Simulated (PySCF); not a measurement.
# AlN (triplet): what the fields show

```xyz
2

Al    0.0000    0.0000   -0.6126
N     0.0000    0.0000    1.1804
```

Computed with PBE0/def2-TZVP, non-relativistic Hamiltonian with scalar-relativistic core potentials where named, at a bond length of 1.793 Å in PySCF 2.14.0.

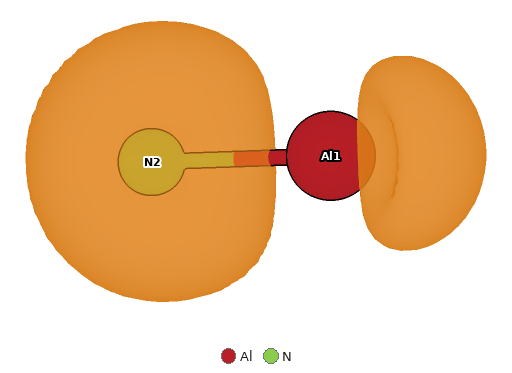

Figure 1. Isosurfaces of the spin density at +0.04 (orange) and −0.04 e/Å³ (purple), seen from one side.

Describe the spin distribution.

Answer. The unpaired spin (2 electrons) lies mostly on N2 (about 1.5) and Al1 (about 0.5), in electrons by Hirshfeld's partition.

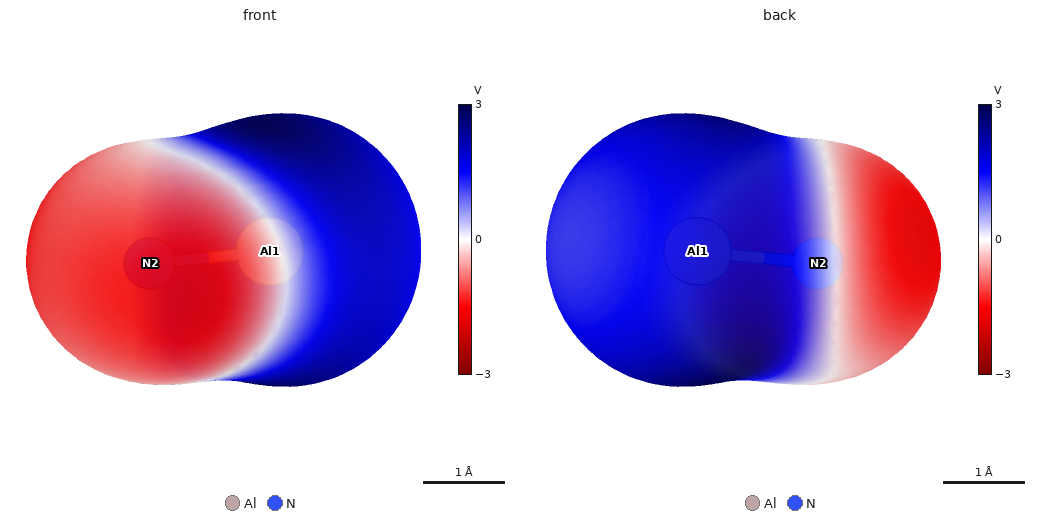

Figure 2. The molecular electrostatic potential painted on the density surface at 0.004 e/bohr³, seen from the front and from behind; red is negative and blue positive.

Where is the surface potential most negative and most positive?

Answer. The most negative region (about −1.7 V, or −39 kcal/mol for a unit charge) lies over N2, the most positive (about +2.9 V, or +67 kcal/mol for a unit charge) over Al1. N2 is the likeliest acceptor of a hydrogen bond.

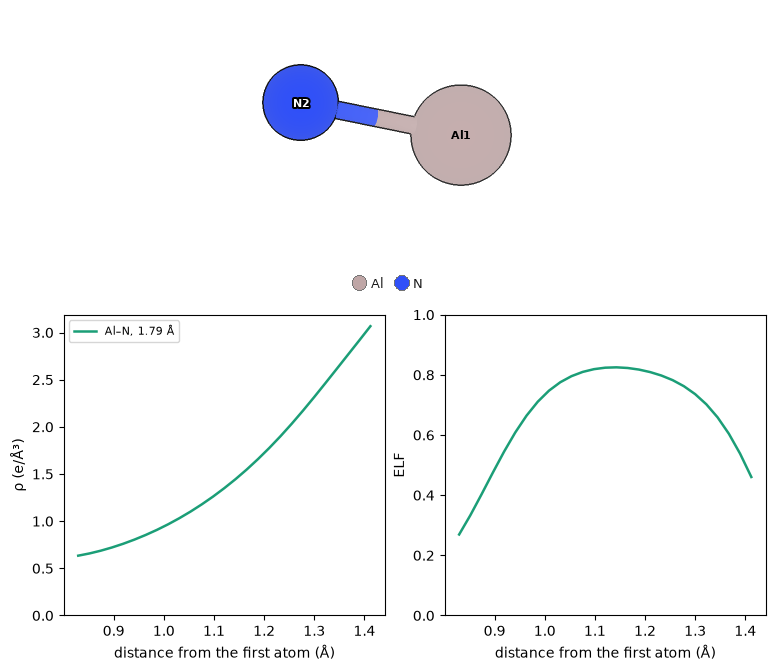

Figure 3. Total electron density and ELF along straight lines between neighbouring atoms. The curves leave out the atomic cores. The structure is drawn too.

What can be read from the curves?

Answer. Al–N (1.79 Å): the density is about 0.72 e/Å³ at the midpoint; the ELF peaks at about 0.85 in the valence shell of N, 0.6 Å from its nucleus, and is about 0.50 at the midpoint.
